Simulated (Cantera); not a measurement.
Feed: 1 mol Fe2O3, 0.53 mol C, 4 mol N2, at 3.00 bar.

Cantera equilibrium calculation (NASA polynomials, part measured and part estimated; ideal gas, pure solids and liquids). Candidate condensed phases: C, Fe, Fe(CO)5, FeO, Fe2O3, Fe3O4; 27 gas species. The tables' stoichiometric FeO is somewhat more stable than real wüstite, so its field is too wide. FeO: taken at fixed stoichiometry. Kinetics and transport are ignored.

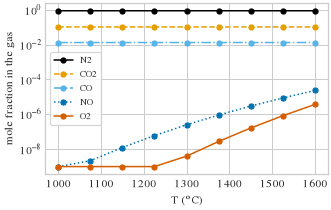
Equilibrium gas composition (values under 1e-9 drawn at 1e-9)

From 1000 °C to 1375 °C the condensed part is FeO(s). From 1450 °C to 1600 °C the condensed part is FeO(l).
